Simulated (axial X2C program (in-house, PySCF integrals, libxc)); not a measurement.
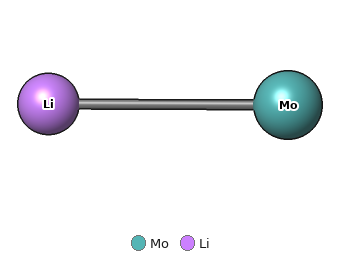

Fig. 1: The molecule at the reference distance of 2.781 Å.

## MoLi: relativistic diatomic calculation

System: MoLi, single determinant with M_S = 5/2 and |Λ| = 0.
Method: PBE0, spin-free X2C-1e, Mo dyall-cv3z, Li dyall-cv3z (cores contracted) (axial X2C program (in-house, PySCF integrals, libxc)).

### Results in brief

- outcome: converged
- bond length rₑ: 2.778 Å
- ωₑ: 283.4 cm⁻¹
- energy at the minimum: −4055.59024 hartree
- depth below the fragments: 0.79 eV
- largest ⟨S²⟩ along the curve: 9.24
- hardware: 1 CPU thread, shared host
- wall time: 4.3 s

### Input file
```
{"zs": [42, 3], "q": 0, "bas": ["dyall-cv3z", "dyall-cv3z"], "levels": ["PBE0", "HF", "r2SCAN0"], "cc": true, "r0": 2.71, "thr": -2.0, "nmax": 90, "npts": 10, "nst": 2, "ntry": 6}
```

The line is the task of a batch: nuclear charges, charge, bases, the levels to run, a first guess of the distance and further settings. This report covers PBE0 without spin-orbit coupling. The log is that of the reference distance 2.781 Å, started from orbitals converged before.

The run was one of a batch that the task file lists, launched with:
```bash
python <driver script> task.json out
```

### Output
```
spin-free X2C-1e  PBE0
basis functions 195  fitting functions 868  grid points 5089
iter        total energy     max residual
   1      -4055.590239758     7.99e-06
   2      -4055.590239765     7.32e-06
   3      -4055.590239767     2.93e-06
converged
one-electron -5643.93575406  Coulomb 1690.76715639  exact exchange -31.11461470  xc functional -95.28269392  nuclear repulsion 23.97566651
```

### The points of the curve

| R (Å) | E (hartree) | dipole (D; origin at the first atom, positive when the second is positive) | highest filled (eV) | lowest empty (eV) |
| --- | --- | --- | --- | --- |
| 2.420 | −4055.583771 | 1.95 | −4.05 | −1.39 |
| 2.531 | −4055.587477 | 2.05 | −4.05 | −1.42 |
| 2.614 | −4055.589119 | 2.11 | −4.05 | −1.44 |
| 2.698 | −4055.589995 | 2.16 | −4.05 | −1.46 |
| 2.781 | −4055.590240 | 2.20 | −4.05 | −1.48 |
| 2.878 | −4055.589919 | 2.23 | −4.05 | −1.51 |
| 2.976 | −4055.589092 | 2.25 | −4.05 | −1.53 |
| 3.101 | −4055.587508 | 2.25 | −4.04 | −1.56 |
| 3.254 | −4055.585089 | 2.22 | −4.03 | −1.59 |
| 3.476 | −4055.581180 | 2.11 | −4.02 | −1.62 |

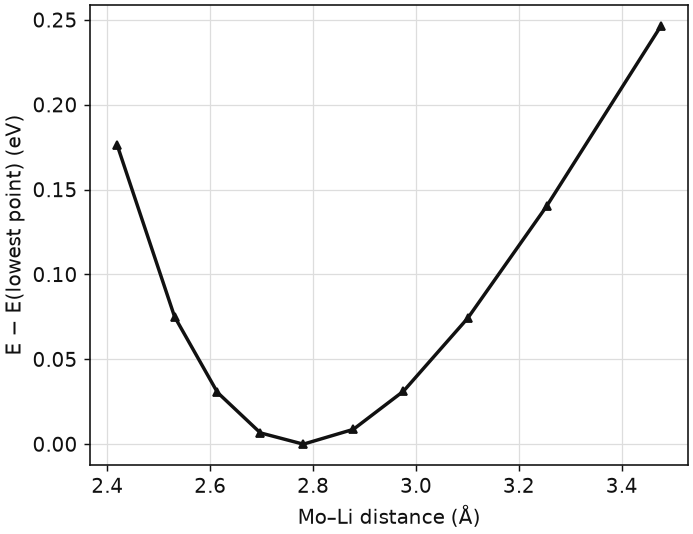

Fig. 2: Energy at 10 bond lengths, for one set of occupations held fixed; the line joins the points. A polynomial of degree 6 through 9 points gives rₑ = 2.778 Å, ωₑ = 283.4 cm⁻¹, ωₑxₑ = 2.4 cm⁻¹ and Bₑ = 0.3336 cm⁻¹. The minimum lies 0.79 eV below Mo + Li, each computed as one determinant at the same level.

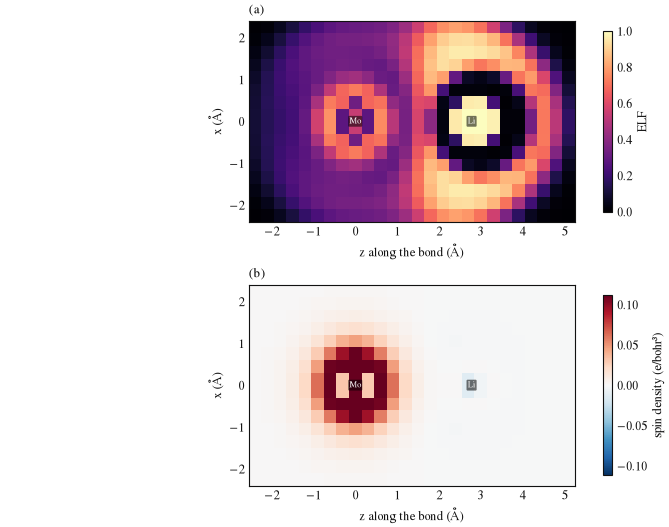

Fig. 3: (a) electron localisation function; (b) spin density, in a plane that holds the axis, at 2.78 Å, on points 0.3 Å apart (one half computed, the other mirrored); the structure near the nuclei is finer than these points.

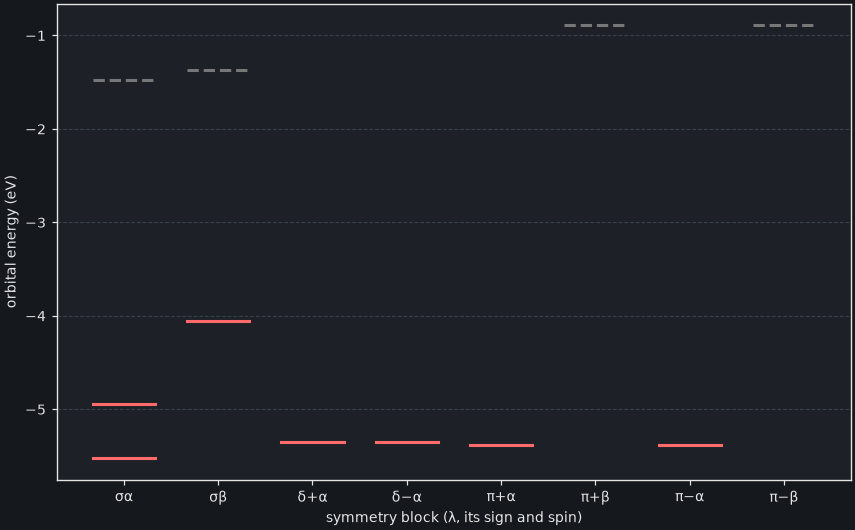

Fig. 4: Orbital energies near the frontier at 2.78 Å, filled (solid) and empty (dashed); a label such as π−α means λ = −1 and α spin. The highest filled orbital (σβ; 51 % Li s, 32 % Mo s) lies at −4.05 eV, the lowest empty one (σα; 46 % Mo p, 35 % Li s) at −1.48 eV.
